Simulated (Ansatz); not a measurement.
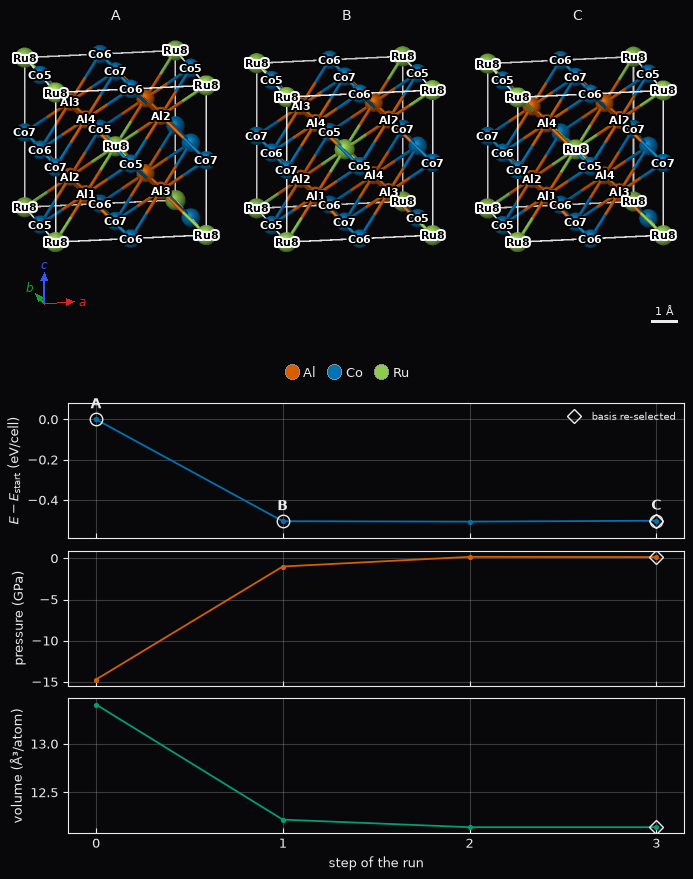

Frames of a relaxation of solid Al4Co3Ru (a generated structure, set up in Im-3m) (coarse preliminary run), marked on the history of the run. A ball-and-stick model of the conventional cell (2 times the calculation's cell), seen slightly off an axis. Lengths and directions refer to the drawn axes.

All numbers below come from Ansatz, DFT PBE, scalar-relativistic, plane waves, PAW. Settings: plane-wave cutoff 420 eV; k-point mesh 4 × 4 × 4; occupations gaussian; smearing width 0.1 eV; collinear spin; cell and atoms relaxed; force threshold 0.04 eV/Å; at most 70 steps.

What happens along the run?

Answer. The atoms keep their places relative to the cell (all moves are under 0.005 Å). Cell: a = b = c 5.986 → 5.792 Å (−3.2 %). Volume −9.4 %. Near-neighbour distances that change, for instance: Al1–Co5 2.592 → 2.508 Å, Al1–Ru8 2.592 → 2.508 Å. The space group stays Im-3m (No. 229). After 2 accepted moves (3 points after the start) the energy has fallen by 0.502 eV per cell of the calculation. All forces vanish by symmetry, so only the cell relaxes. Pressure: −14.71 GPa at the start and 0.15 GPa at the end. At 1 point the geometry stayed and the basis and grid were re-selected for the new cell (energy shift of 4.4 meV per cell of the calculation at most each time). The program noted that the starting moments weren't kept. From step 0 to 1: volume −8.8 %, energy −0.505 eV per cell of the calculation. From step 1 to 3: volume −0.6 %, energy +2.4 meV per cell of the calculation.
